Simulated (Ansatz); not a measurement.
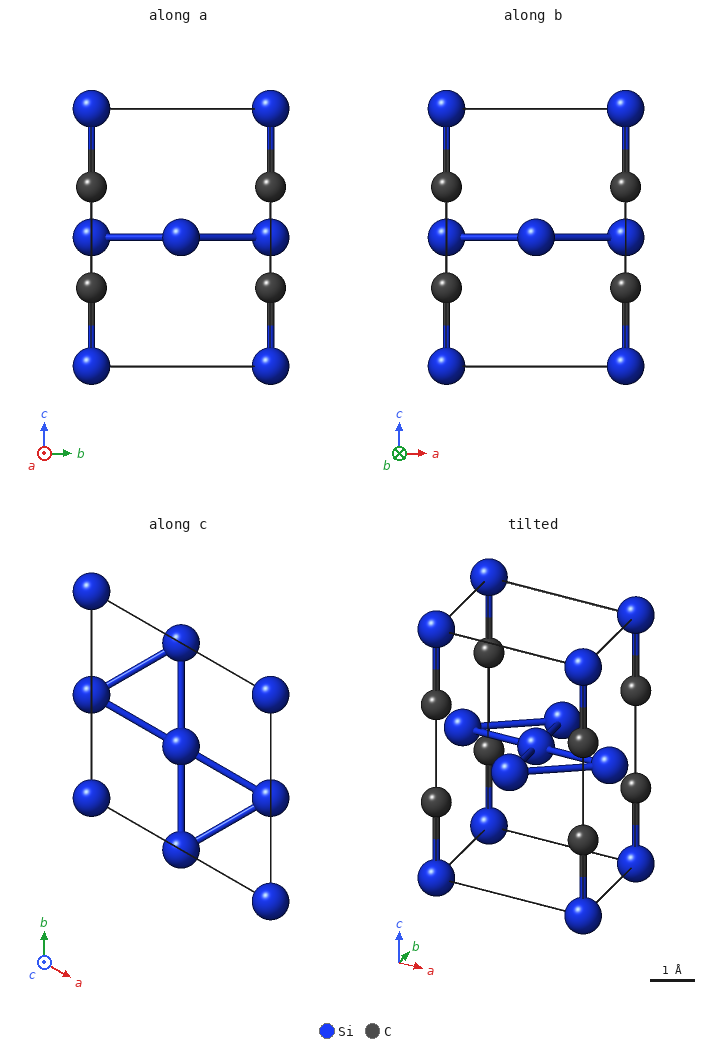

Ball-and-stick representation of a periodic structure, projected along the a axis, along the b axis, along the c axis and slightly off an axis. One conventional unit cell is framed, with atoms on its boundary repeated.

Lattice parameters: a = 4.748 Å, b = 4.748 Å, c = 5.912 Å, α = 90.00°, β = 90.00°, γ = 120.00°.

From the views, write a table of Wyckoff sites, with free fractional coordinates to two decimals.

Space group P6/mmm (No. 191).
```
atom  site     x     y     z
  Si    3g  0.50  0.00  0.50
  Si    1a  0.00  0.00  0.00
   C    2e  0.00  0.00  0.30
```

The structure was taken from a random cell made by a generator, so it need not be a real form of the compound. Earlier steps of the study, as a rule a relaxation of our own, may have changed the cell and positions, so they can lie some per cent off the listed ones. It went into a calculation with Ansatz.
